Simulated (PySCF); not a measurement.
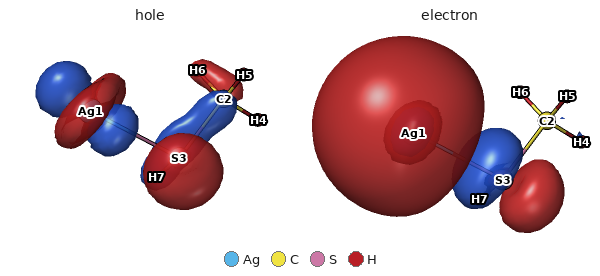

Figure 1: CH4AgS, charge +1, SMILES `[Ag+].CS`. Leading natural transition orbital pair of S₂ (TDA singlet states); the surfaces enclose about 78 % of each orbital's density.

PySCF calculation, PBE0/def2-SVP, gas phase; geometry: GFN2-xTB. Core potentials replace the inner electrons of Ag; spin–orbit coupling isn't included. The pair's geometry is semi-empirical, so its contact may be too short or too long. GFN2-xTB bond lengths at metals and heavier atoms can be off by up to 0.1 Å and shapes distorted, which carries into these values. Without diffuse functions Rydberg states are missing, so the states' numbers hold for this basis only.

Input script:

```python
import numpy as np
from pyscf import gto, scf, dft, tdscf
from pyscf.scf import atom_ks, atom_hf
from scipy.linalg import block_diag

def solve(mol, dm0=None, hcore=None):
    mf = (dft.UKS if mol.spin else dft.RKS)(mol, xc='pbe0')
    mf.grids.level = 3
    mf = mf.density_fit(auxbasis='def2-universal-jkfit')
    mf.conv_tol, mf.max_cycle = 1e-8, 80
    if hcore is not None:
        mf.get_hcore = lambda *args: hcore
    mf.kernel(dm0)
    if not mf.converged:
        mf = mf.newton().run(mf.mo_coeff, mf.mo_occ, max_cycle=30)
    assert mf.converged, 'SCF not converged'
    return mf

mol = gto.M(atom='''
Ag    -0.99290     0.07530    -0.00352
C      2.45032     0.82936    -0.02385
S      1.40173    -0.67236     0.09816
H      3.47495     0.49466    -0.16399
H      2.37074     1.35552     0.92315
H      2.13867     1.46348    -0.84735
H      1.55225    -1.07101    -1.17362
''', basis='def2-svp', ecp={'Ag': 'def2-svp'}, charge=1, spin=0, verbose=4)
mf = solve(mol)
td = mf.TDA()
td.nstates, td.singlet, td.conv_tol = 5, True, 1e-5
td.kernel()
td.analyze()
x, y = np.array([p[0] for p in td.xy]), np.array([p[1] + 0 * p[0] for p in td.xy])
f, mu = td.oscillator_strength(), td.transition_dipole()
nto = [td.get_nto(state=i + 1, verbose=4) for i in range(len(td.e))]
# spherically averaged free atoms, for the promolecule
atom_ks.AtomSphAverageRKS.init_guess_by_vsap = lambda self, mol=None: self.init_guess_by_minao(mol)  # core potentials
atm = atom_ks.get_atm_nrks(mol, xc='pbe0')
pro = block_diag(*[(atm[a[0]][2] * atm[a[0]][3]) @ atm[a[0]][2].T for a in mol._atom])
np.savez('result.npz', e=td.e, f=f, ok=td.converged, w=[n[0] for n in nto], nto=[n[1] for n in nto], x=x, y=y, c=mf.mo_coeff, occ=mf.mo_occ, eps=mf.mo_energy, pro=pro, mu=mu)
```

Run with:

```sh
OMP_NUM_THREADS=1 python input.py
```

The run took 67 s on 1 thread of Arm Neoverse V1 (shared host), peak memory 0.48 GiB.

**What kind of excitation is it, and where does it lie?**

5.31 eV (233 nm), f = 0.008, metal-centred; the leading pair carries 100 %; hole on Ag1 (64 %), S3 (24 %) and C2 (6 %), electron on Ag1 (85 %) and S3 (12 %); their centroids lie 1.1 Å apart. In canonical orbitals it is mainly HOMO−1 → LUMO (86 %). The HOMO–LUMO gap is 5.21 eV.
